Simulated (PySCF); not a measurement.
Vertical excitations of a molecule C2H4O2 from TDA-LC-ωPBE/def2-SVPD (PySCF), as energy in eV (oscillator strength): 5.81 (0.002), 8.44 (0.132), 8.88 (0.000), 8.91 (0.072), 9.33 (0.021), 9.71 (0.117), 10.10 (0.033), 10.31 (0.004), 10.31 (0.007), 10.32 (0.011). Lowest triplet (TDA): 5.19 eV. The structure is a stationary point at PBE-D3(BJ)/def2-SVP. The values are those of a single conformer.

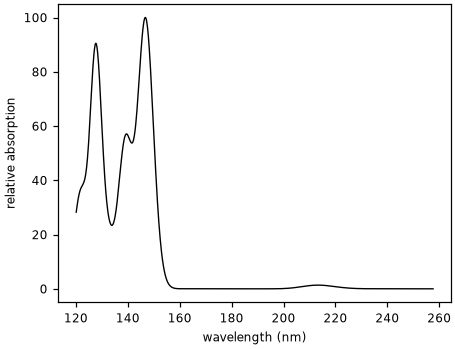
Fig. 1. The lines broadened by 0.4 eV.

Problem. Pick the molecule that these values belong to.
A. COC=O
B. CC(=O)O
C. C1OCO1

Solution. A, COC=O
